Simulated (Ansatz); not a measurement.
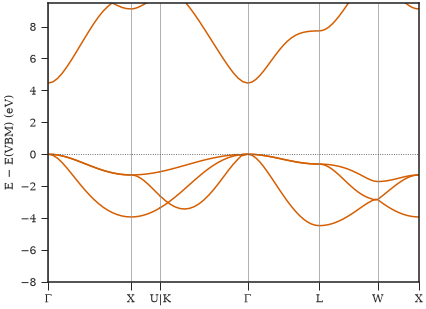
Figure: Band structure from DFT-PBE in the program Ansatz with PAW potentials

**Question.** Read off the gap and where the band edges lie.

**Answer.** About 4.5 eV (4.46 eV by a search for the band edges); maximum at Γ, minimum at Γ.

**Question.** Which of these materials gives this?
A) MgO, rock salt
B) BeSe, zinc blende
C) C, diamond

**Answer.** A, MgO, rock salt

Space group Fm-3m (rock salt). Symmetry was held in the PBE relaxation. The volume moved by -31 % from the start of the relaxation.

Potentials: the later of the program's two PAW sets.
